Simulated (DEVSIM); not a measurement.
Device: TaN/La2O3/n-Si capacitor, at 300 K.

```tsv
layer (left to right)	material	thickness (nm)	Nd (cm⁻³)
1	La2O3	12.0	-
2	Si	1400	1.6e17
```

Metal gate on the left, work function 4.4 eV. Fixed charge at the semiconductor interface -3.9e11 cm⁻² (in units of +e); no interface traps.

Constants are typed, rounded textbook-type inputs, not results; the design itself was drawn at random and stands for no fabricated device. Values at 300 K.

```csv
parameter,La2O3,Si
gap (eV),5.8,1.124
affinity (eV),1.8,4.05
permittivity,27,11.7
Nc (cm⁻³),-,2.86e19
Nv (cm⁻³),-,3.1e19
```

Model (solved in DEVSIM): 1D Poisson equation in equilibrium, Boltzmann statistics, complete ionisation; no quantum confinement or tunnelling. Metal contacts follow the ideal Schottky-Mott rule: no Fermi-level pinning, no interface dipoles.

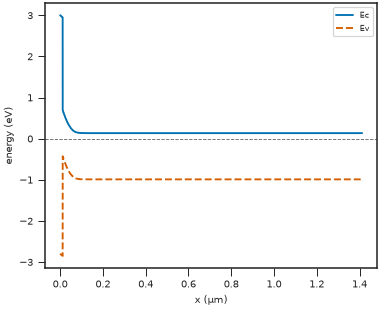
Band edges at -0.4 V on the gate

Energies count from the Fermi level of the right contact; mesh points crowd at the junctions.

| x (μm) | Ec (eV) | Ev (eV) | n (cm⁻³) | p (cm⁻³) | field (V/cm) |
|---|---|---|---|---|---|
| 0.000 | 3.000 | -2.800 | < 1e2 | < 1e2 | -44000 |
| 0.001189 | 2.995 | -2.805 | < 1e2 | < 1e2 | -44000 |
| 0.003351 | 2.985 | -2.815 | < 1e2 | < 1e2 | -44000 |
| 0.006768 | 2.970 | -2.830 | < 1e2 | < 1e2 | -44000 |
| 0.01050 | 2.953 | -2.847 | < 1e2 | < 1e2 | -44000 |
| 0.01178 | 2.948 | -2.852 | < 1e2 | < 1e2 | -44000 |
| 0.01283 | 0.683 | -0.441 | 9.6e7 | 1.2e12 | -160000 |
| 0.01617 | 0.631 | -0.493 | 7.2e8 | 1.6e11 | -150000 |
| 0.02206 | 0.545 | -0.579 | 2.0e10 | 5.9e9 | -140000 |
| 0.03446 | 0.393 | -0.731 | 7.2e12 | 1.6e7 | -110000 |
| 0.06058 | 0.196 | -0.928 | 1.4e16 | 8100 | -44000 |
| 0.1436 | 0.134 | -0.990 | 1.6e17 | 730 | -28 |
| 0.2903 | 0.134 | -0.990 | 1.6e17 | 730 | ≈ 0 |
| 0.5993 | 0.134 | -0.990 | 1.6e17 | 730 | ≈ 0 |
| 1.091 | 0.134 | -0.990 | 1.6e17 | 730 | ≈ 0 |
| 1.255 | 0.134 | -0.990 | 1.6e17 | 730 | ≈ 0 |
| 1.338 | 0.134 | -0.990 | 1.6e17 | 730 | ≈ 0 |
| 1.377 | 0.134 | -0.990 | 1.6e17 | 730 | ≈ 0 |
| 1.400 | 0.134 | -0.990 | 1.6e17 | 730 | ≈ 0 |
| 1.407 | 0.134 | -0.990 | 1.6e17 | 730 | ≈ 0 |
| 1.410 | 0.134 | -0.990 | 1.6e17 | 730 | ≈ 0 |
| 1.412 | 0.134 | -0.990 | 1.6e17 | 730 | ≈ 0 |
